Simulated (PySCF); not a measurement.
## Electronic structure of CH$_{7}$OSi$_{2}$ (SMILES O[C]([SiH3])[SiH3]) (doublet) in real space

| atom | x (Å) | y (Å) | z (Å) |
| --- | --- | --- | --- |
| C | 0.0359 | -0.4668 | 0.0245 |
| Si | 1.3450 | 0.7409 | -0.5291 |
| Si | -1.6776 | -0.0187 | 0.6186 |
| O | 0.2490 | -1.8092 | -0.0548 |
| H | 0.9931 | 2.1121 | -0.0626 |
| H | 1.5104 | 0.7556 | -2.0212 |
| H | 2.6722 | 0.3232 | 0.0364 |
| H | -1.9565 | -0.6178 | 1.9616 |
| H | -1.7633 | 1.4698 | 0.7097 |
| H | -2.7303 | -0.5109 | -0.3259 |
| H | 1.1569 | -2.0027 | -0.3198 |

Geometry: PBE0-D3(BJ)/def2-SVP.

Method: UKS B3LYP, IGLO-III on C O Si, pcH-1 on H, non-relativistic, mean-field spin-orbit, GIAO (PySCF 2.14.0, density-fitted response routines).

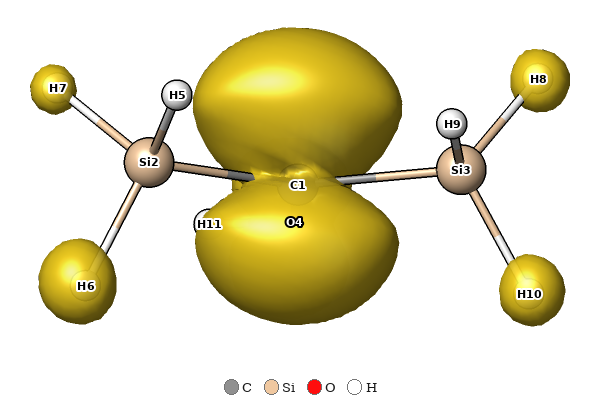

Figure 1. Isosurfaces of the spin density at +0.02 (yellow) and −0.02 e/Å³ (cyan), seen from one side.

Describe the spin distribution.

The unpaired spin (1 electron) lies mostly on C1 (about 0.6), O4 (about 0.2), Si2 (about 0.1) and Si3 (about 0.1), in electrons by Hirshfeld's partition.

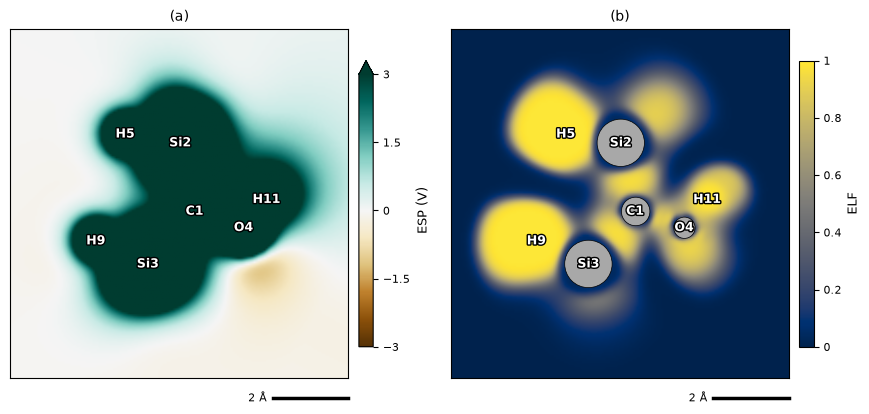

Figure 2. (a) electrostatic potential; (b) ELF on the plane of atoms C1, Si3 and H9. Grey discs cover the atomic cores in the ELF map.

What does the map show?

- The plane passes through C, Si, O and H nuclei.
- C–O (1.36 Å): the ELF peaks at about 0.90 between the atoms (a polar covalent bond).
- C–Si (1.87 Å): the ELF peaks at about 0.95 between the atoms: a covalent bond.
- O–H (0.97 Å): the ELF climbs to about 1 towards the hydrogen, as it does in any bond to H (an ordinary covalent bond to hydrogen).
- Si–H (1.49 Å): the ELF climbs to about 1 towards the hydrogen.
- The ELF also peaks beside O4, away from the bonds: non-bonding electrons, paired or unpaired.
- Outside the dense part of the molecule the potential is most negative (−1.1 V) near O4.

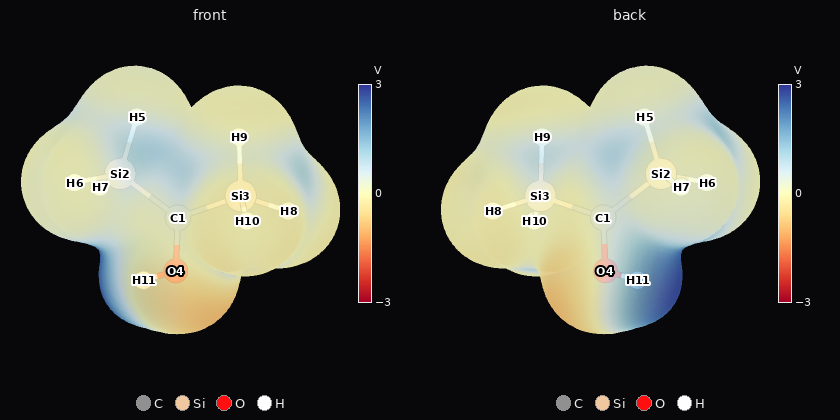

Figure 3. The electrostatic potential painted on the density surface at 0.002 e/bohr³, seen from the front and from behind; red is negative and blue positive.

Which sites attract a positive test charge, and which a negative one?

A positive charge is drawn to the negative regions and a negative charge to the positive ones. The most negative region (about −0.9 V) lies over O4, the most positive (about +2.8 V) over H11.
